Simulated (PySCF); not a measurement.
Molecule: H₆BClO₂Si₂, SMILES OB(O)[SiH2][SiH2]Cl. Atoms near the plane z = 1.2 Å, at the GFN2-xTB optimised geometry (x, y, z in Å): O1 (-0.4, -1.6, 0.0), B2 (0.2, -0.4, 0.0), O3 (1.6, -0.4, 0.0), Si4 (-1.0, 1.1, 0.0), H7 (0.2, -2.4, -0.1), H8 (2.0, 0.4, 0.0), H9 (-2.0, 1.1, 1.0), H10 (-0.2, 2.4, 0.4).

Level of theory: PBE0/def2-TZVP run with PySCF. The values are rescaled to run from 0 to 1.

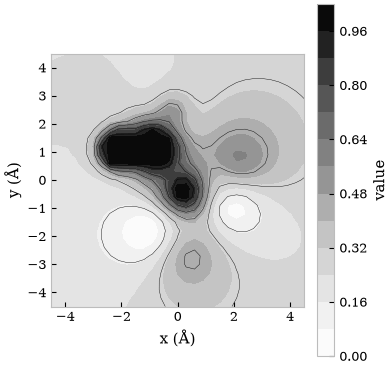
Figure. a field on the plane z = 1.2 Å.

**Question.** Which quantity is mapped?
A. electrostatic potential
B. Laplacian of the electron density
C. log10 of the electron density
D. deformation density (molecule minus spherical neutral atoms)

**Answer.** A, electrostatic potential. In full: electrostatic potential (hartree/e), clipped to [-0.08, 0.12].
